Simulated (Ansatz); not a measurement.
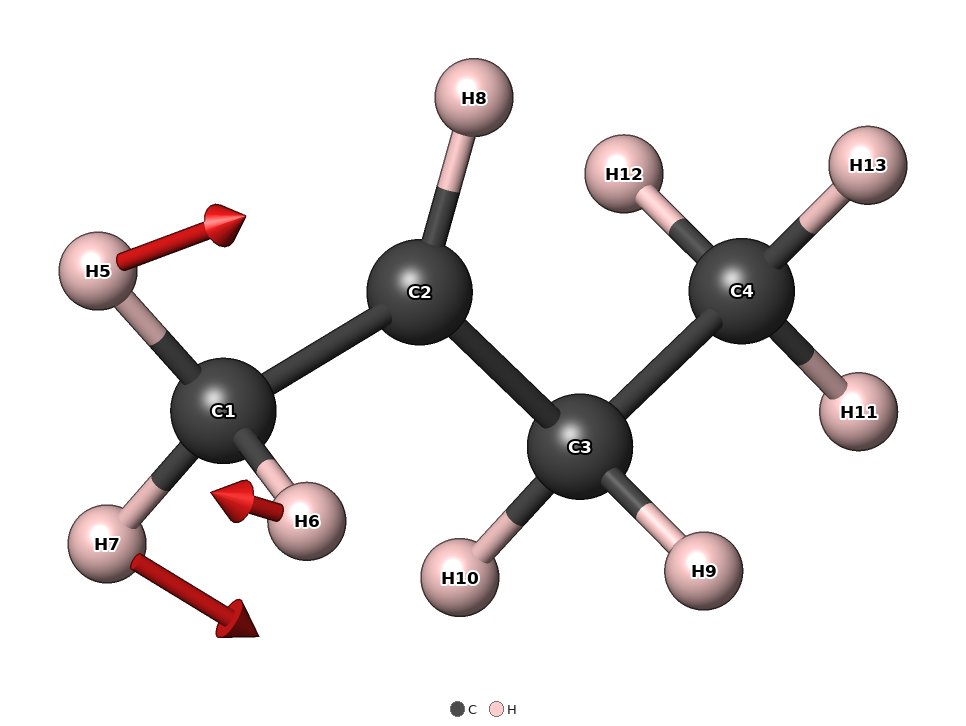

The arrows show one normal mode. State: neutral, doublet. Harmonic vibrations computed with UKS PBE0-D4/def2-TZVP (Ansatz 0.2.0) at a stationary point of the same level.

Q: Describe the motion.

A: Mostly H–C–H bending.

Q: At what wavenumber does it lie?

A: 1465 cm⁻¹; it is mode 21 of 33 counted from the lowest.
